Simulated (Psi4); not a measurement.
# C8H6BF3Se (SMILES CC#CB1C=CC=C(C(F)(F)F)[Se]1) at 6 levels

We compute a comparison of 6 runs (HF/3-21G, HF/def2-SVP, B3LYP/6-31G*, PBE/6-31G**, PBE0/def2-SVP, MP2/STO-3G) of C8H6BF3Se. 

The results are computed with Psi4 1.11.

2 further runs of the same task are left out: 2 set aside as unsound or not needed.

**1. Starting point**

C8H6BF3Se: 19 atoms, total charge 0, spin state singlet. As SMILES, `CC#CB1C=CC=C(C(F)(F)F)[Se]1`. Geometry: a GFN2-xTB relaxation, a rough one for these elements and not checked as a minimum.

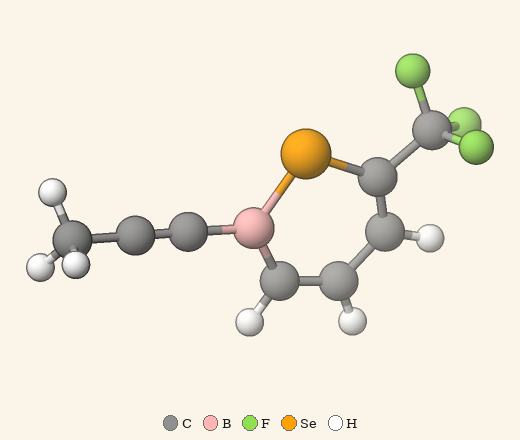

Viewed from a chosen angle; carbon grey, boron pink, fluorine green, selenium orange, hydrogen white.

**2. Energy and forces at HF/3-21G (run 1)**

Contents of c8h6bf3se.dat:

```
memory 3.3 GB

molecule molecule1 {
  0 1
  C     -4.691370     0.539980     0.007390
  C     -3.265670     0.318170    -0.005360
  C     -2.071410     0.132400    -0.011400
  B     -0.592080    -0.120970    -0.016380
  C     -0.009070    -1.527790    -0.007130
  C      1.316260    -1.833670    -0.003080
  C      2.371230    -0.884390    -0.009600
  C      2.215590     0.463920    -0.031270
  C      3.433200     1.334320     0.000980
  F      4.453100     0.840000    -0.718430
  F      3.908390     1.497310     1.251970
  F      3.194080     2.567540    -0.470330
  Se     0.600050     1.392940    -0.033100
  H     -4.930800     1.477850    -0.493630
  H     -5.044170     0.591640     1.037610
  H     -5.204180    -0.277700    -0.499210
  H     -0.692390    -2.369090    -0.000920
  H      1.626540    -2.871230     0.006930
  H      3.382720    -1.271230    -0.005040
  symmetry c1
}

set globals {
  basis 3-21G
  puream true
  e_convergence 1e-09
  d_convergence 1e-08
  scf_type pk
}

energy_value, wavefunction = gradient('scf', return_wfn=True)
print_variables()
```

Run with:

```bash
psi4 -i c8h6bf3se.dat -o c8h6bf3se.out -n 1
```

c8h6bf3se.out:

```text
[...]
  Running in c1 symmetry.
[...]
  Nuclear repulsion = 1080.477693257211286
[...]
  Multiplicity = 1
[...]
  Nalpha       = 60
  Nbeta        = 60
[...]
    Number of basis functions: 142
[...]
   @RHF iter   1: -3014.09027175734127   -3.63060e+00   6.02359e-03 ADIIS/DIIS
[...]
   @RHF iter  16: -3014.48167313087697   -7.73070e-12   6.47472e-09 DIIS
[...]
  @RHF Final Energy: -3014.48167313087697
   => Energetics <=
    Nuclear Repulsion Energy =           1080.4776932572112855
    One-Electron Energy =               -6341.6210867011795926
    Two-Electron Energy =                2246.6617203130913367
    Total Energy =                      -3014.4816731308769704
[...]
 Multipole Moments:
 ------------------------------------------------------------------------------------
     Multipole            Electronic (a.u.)      Nuclear  (a.u.)        Total (a.u.)
 ------------------------------------------------------------------------------------
 L = 1.  Multiply by 2.5417464519 to convert [e a0] to [Debye]
 Dipole X            :         16.8499882          -18.1721685           -1.3221804
 Dipole Y            :         16.6675172          -17.8029144           -1.1353972
 Dipole Z            :         -0.3026216            0.2851930           -0.0174286
 Magnitude           :                                                    1.7428688
[...]
  -Total Gradient:
     Atom            X                  Y                   Z
    ------   -----------------  -----------------  -----------------
       1        0.012783044951    -0.001837606417     0.000428195210
       2       -0.042307172872     0.005609026958     0.000039237996
       3        0.034959330530    -0.005675586877     0.000048125277
       4        0.001738804700     0.009750910268    -0.001113346560
       5       -0.012783835315     0.014242299950     0.000027947784
       6        0.019969996976     0.006052061076    -0.000956708228
       7       -0.013023136250    -0.038674404639     0.002592126663
       8       -0.017741134955     0.027815108433    -0.001475430321
       9        0.001781545813     0.004014122405    -0.002408511247
      10       -0.004474192332     0.010059204823     0.004954309631
      11       -0.000290852927     0.000619326712    -0.007701135806
      12        0.005543368667    -0.007906012513     0.003324325973
[...]
```

It took 15 s on 1 thread of Intel Xeon Platinum 8559C (Emerald Rapids), shared host; peak memory 0.97 GiB.

**3. Energy and forces at HF/def2-SVP (density fitting) (run 2)**

Contents of calc.py:

```python
import psi4

psi4.set_memory('3300 MB')
psi4.set_num_threads(1)
psi4.set_output_file('psi4.out', False)

mol = psi4.geometry("""
0 1
C     -4.691370     0.539980     0.007390
C     -3.265670     0.318170    -0.005360
C     -2.071410     0.132400    -0.011400
B     -0.592080    -0.120970    -0.016380
C     -0.009070    -1.527790    -0.007130
C      1.316260    -1.833670    -0.003080
C      2.371230    -0.884390    -0.009600
C      2.215590     0.463920    -0.031270
C      3.433200     1.334320     0.000980
F      4.453100     0.840000    -0.718430
F      3.908390     1.497310     1.251970
F      3.194080     2.567540    -0.470330
Se     0.600050     1.392940    -0.033100
H     -4.930800     1.477850    -0.493630
H     -5.044170     0.591640     1.037610
H     -5.204180    -0.277700    -0.499210
H     -0.692390    -2.369090    -0.000920
H      1.626540    -2.871230     0.006930
H      3.382720    -1.271230    -0.005040
symmetry c1
no_reorient
no_com
""")

psi4.set_options({
    'reference': 'rhf',
    'puream': True,
    'e_convergence': 1e-09,
    'd_convergence': 1e-08,
    'scf_type': 'df',
})

e_tot, wfn = psi4.gradient("hf/def2-SVP", molecule=mol, return_wfn=True)
psi4.oeprop(wfn, "DIPOLE", "WIBERG_LOWDIN_INDICES", "MULLIKEN_CHARGES")
print('gradient / Eh bohr^-1')
print(e_tot.np.round(6))
print(f'energy = {wfn.energy():.10f} Eh')
```

Run with:

```bash
python calc.py
```

psi4.out:

```text
[...]
  Running in c1 symmetry.
[...]
  Nuclear repulsion = 1080.477693257211286
[...]
  Multiplicity = 1
[...]
  Nalpha       = 60
  Nbeta        = 60
[...]
    Number of basis functions: 230
[...]
   @DF-RHF iter   1: -3027.79515999154319   -3.19463e+00   7.28005e-03 ADIIS/DIIS
[...]
   @DF-RHF iter  16: -3028.48121625475051   -1.50067e-11   5.02993e-09 DIIS
[...]
  @DF-RHF Final Energy: -3028.48121625475051
   => Energetics <=
    Nuclear Repulsion Energy =           1080.4776932572112855
    One-Electron Energy =               -6358.4004788131605892
    Two-Electron Energy =                2249.4415693011987969
    Total Energy =                      -3028.4812162547505068
[...]
  -Total Gradient:
     Atom            X                  Y                   Z
    ------   -----------------  -----------------  -----------------
       1        0.012362433090    -0.001893344504     0.000440156225
       2       -0.036952310724     0.005509303183    -0.000031349582
       3        0.040318792845    -0.008352752085     0.000065965912
       4       -0.010496484267     0.001070420609    -0.000736616808
       5       -0.014787685251     0.015539554300    -0.000106276640
       6        0.024338756152     0.005706979026    -0.000646799864
       7       -0.012153139899    -0.031310973542     0.001816132148
       8       -0.007295188089     0.016751382267    -0.000402945720
       9       -0.037504750032    -0.024875210139    -0.004160578522
      10        0.022263466572    -0.006856162541    -0.013836736019
      11        0.012195752660     0.004583913615     0.025667384292
      12       -0.004203280866     0.025824880879    -0.008585997734
[...]
 Multipole Moments:
 ------------------------------------------------------------------------------------
     Multipole            Electronic (a.u.)      Nuclear  (a.u.)        Total (a.u.)
 ------------------------------------------------------------------------------------
 L = 1.  Multiply by 2.5417464519 to convert [e a0] to [Debye]
 Dipole X            :       -202.2503280          201.0133994           -1.2369286
 Dipole Y            :       -147.3624374          146.3340417           -1.0283957
 Dipole Z            :          1.7727852           -1.7942761           -0.0214909
 Magnitude           :                                                    1.6087424
[...]
```

The script printed:

```text
gradient / Eh bohr^-1
[[ 1.2362e-02 -1.8930e-03  4.4000e-04]
 [-3.6952e-02  5.5090e-03 -3.1000e-05]
 [ 4.0319e-02 -8.3530e-03  6.6000e-05]
 [-1.0496e-02  1.0700e-03 -7.3700e-04]
 [-1.4788e-02  1.5540e-02 -1.0600e-04]
 [ 2.4339e-02  5.7070e-03 -6.4700e-04]
 [-1.2153e-02 -3.1311e-02  1.8160e-03]
 [-7.2950e-03  1.6751e-02 -4.0300e-04]
 [-3.7505e-02 -2.4875e-02 -4.1610e-03]
 [ 2.2263e-02 -6.8560e-03 -1.3837e-02]
 [ 1.2196e-02  4.5840e-03  2.5667e-02]
 [-4.2030e-03  2.5825e-02 -8.5860e-03]
 [ 3.6590e-03 -9.3800e-04  2.4700e-04]
 [ 2.1320e-03  1.5800e-04 -3.2700e-04]
 [ 1.8700e-03 -3.0900e-04  3.2900e-04]
 [ 1.9360e-03 -8.6000e-04 -3.5500e-04]
 [ 9.6100e-04  7.8000e-05  1.1400e-04]
 [ 1.4020e-03  1.1040e-03  5.0000e-05]
 [-4.8000e-05 -9.3100e-04  4.6000e-04]]
energy = -3028.4812162548 Eh
```

It took 19 s on 1 thread of Intel Xeon Platinum 8559C (Emerald Rapids), shared host; peak memory 0.92 GiB.

Runs 3 to 5 aren't shown in full; the table further down has their settings and results.

**4. The energy at MP2/STO-3G (run 6)**

Contents of c8h6bf3se.py:

```python
import psi4

psi4.set_memory('3300 MB')
psi4.set_num_threads(1)
psi4.core.set_output_file('run.log', False)

mol = psi4.geometry("""
0 1
C     -4.691370     0.539980     0.007390
C     -3.265670     0.318170    -0.005360
C     -2.071410     0.132400    -0.011400
B     -0.592080    -0.120970    -0.016380
C     -0.009070    -1.527790    -0.007130
C      1.316260    -1.833670    -0.003080
C      2.371230    -0.884390    -0.009600
C      2.215590     0.463920    -0.031270
C      3.433200     1.334320     0.000980
F      4.453100     0.840000    -0.718430
F      3.908390     1.497310     1.251970
F      3.194080     2.567540    -0.470330
Se     0.600050     1.392940    -0.033100
H     -4.930800     1.477850    -0.493630
H     -5.044170     0.591640     1.037610
H     -5.204180    -0.277700    -0.499210
H     -0.692390    -2.369090    -0.000920
H      1.626540    -2.871230     0.006930
H      3.382720    -1.271230    -0.005040
symmetry c1
""")

options = {'basis': 'STO-3G', 'puream': True, 'e_convergence': 1e-09, 'd_convergence': 1e-08, 'scf_type': 'pk', 'num_frozen_docc': 21, 'mp2_type': 'conv'}
psi4.set_options(options)

energy_value = psi4.energy("mp2", molecule=mol)
print('E =', round(energy_value, 9))
```

Run with:

```bash
python c8h6bf3se.py
```

run.log:

```text
[...]
  Running in c1 symmetry.
[...]
  Nuclear repulsion = 1080.477693257211286
[...]
  Multiplicity = 1
[...]
  Nalpha       = 60
  Nbeta        = 60
[...]
    Number of basis functions: 84
[...]
   @RHF iter   1: -2994.35552161108899   -8.50248e+00   8.49621e-03 DIIS/ADIIS
[...]
   @RHF iter  14: -2994.75402922891499   -3.18323e-12   5.95087e-09 DIIS
[...]
    Orbital Energies [Eh]
    ---------------------
    Doubly Occupied:
       1A   -455.648538     2A    -58.811190     3A    -53.525792
       4A    -53.524746     5A    -53.524295     6A    -25.965731
       7A    -25.964280     8A    -25.960759     9A    -11.281622
      10A    -11.078190    11A    -11.069760    12A    -11.065611
      13A    -11.062232    14A    -11.010335    15A    -10.997267
      16A    -10.952218    17A     -8.270485    18A     -7.423217
      19A     -6.110913    20A     -6.104981    21A     -6.100551
      22A     -1.729504    23A     -1.728062    24A     -1.723348
      25A     -1.717390    26A     -1.717261    27A     -1.612366
      28A     -1.507169    29A     -1.503143    30A     -1.087171
      31A     -1.004040    32A     -0.991365    33A     -0.907658
      34A     -0.879581    35A     -0.842773    36A     -0.757287
[...]
  @RHF Final Energy: -2994.75402922891499
   => Energetics <=
    Nuclear Repulsion Energy =           1080.4776932572112855
    One-Electron Energy =               -6336.2375475015924167
    Two-Electron Energy =                2261.0058250154661437
    Total Energy =                      -2994.7540292289149875
[...]
 Multipole Moments:
 ------------------------------------------------------------------------------------
     Multipole            Electronic (a.u.)      Nuclear  (a.u.)        Total (a.u.)
 ------------------------------------------------------------------------------------
 L = 1.  Multiply by 2.5417464519 to convert [e a0] to [Debye]
 Dipole X            :         17.5724385          -18.1721685           -0.5997300
 Dipole Y            :         17.0135784          -17.8029144           -0.7893360
 Dipole Z            :         -0.2866086            0.2851930           -0.0014157
 Magnitude           :                                                    0.9913271
[...]
	SCS-MP2 Total Energy (a.u.)        : -2995.35522102385812
	SOS-MP2 Total Energy (a.u.)        : -2995.31540136009289
	SCSN-MP2 Total Energy (a.u.)       : -2994.96427705359383
[...]
	SOS-PI-MP2 Total Energy (a.u.)     : -2995.40896338195580
[...]
	MP2 Total Energy (a.u.)            : -2995.34129832952476
[...]
```

Standard output:

```text
E = -2995.34129833
```

Run time: 7.8 s. Hardware: 1 thread of Intel Xeon Platinum 8559C (Emerald Rapids), shared host; peak memory 0.4 GiB.

**5. Overview of the runs**

```csv
run,level,integrals,integral approximation,energy (Eh),dipole moment (D),HOMO energy (eV),LUMO energy (eV),wall time
1,HF/3-21G,pk,none,-3014.481673,4.43,-8.94,1.05,15 s
2,HF/def2-SVP (density fitting),df,program's default,-3028.481216,4.09,-8.96,0.96,19 s
3,"B3LYP/6-31G* (density fitting with def2-universal-jkfit, Cartesian functions)",df,def2-universal-jkfit,-3034.112124,3.12,-6.46,-2.14,68 s
4,"PBE/6-31G** (density fitting with def2-universal-jkfit, spherical functions)",df,def2-universal-jkfit,-3032.998408,2.84,-5.69,-2.73,67 s
5,PBE0/def2-SVP (density fitting),df,program's default,-3032.652256,3.30,-6.95,-2.29,82 s
6,MP2/STO-3G,pk,none,-2995.341298,–,-6.98,4.18,7.8 s
```

**6. Summary of results**

```
                                           quantity           value
                                run 6: total energy  -2995.34130 Eh
         run 6: HOMO energy (Hartree–Fock orbitals)        -6.98 eV
         run 6: LUMO energy (Hartree–Fock orbitals)         4.18 eV
       run 6: HOMO–LUMO gap (Hartree–Fock orbitals)        11.16 eV
run 6: correlation energy (21 core orbitals frozen)      -587.3 mEh
```

**Reading.** Over runs 1, 2, 3, 4, 5 the dipole moment (its size) runs from 2.84 D (PBE/6-31G**) to 4.43 D (HF/3-21G). The two ends differ in method and basis. Over runs 1, 2, 3, 4, 5 the HOMO–LUMO gap runs from 2.96 eV (PBE/6-31G**) to 9.99 eV (HF/3-21G). Totals of different functionals can't be ranked against each other. In run 6 the basis is minimal, so the values are rough. All runs together took 4.3 min, the longest 82 s.
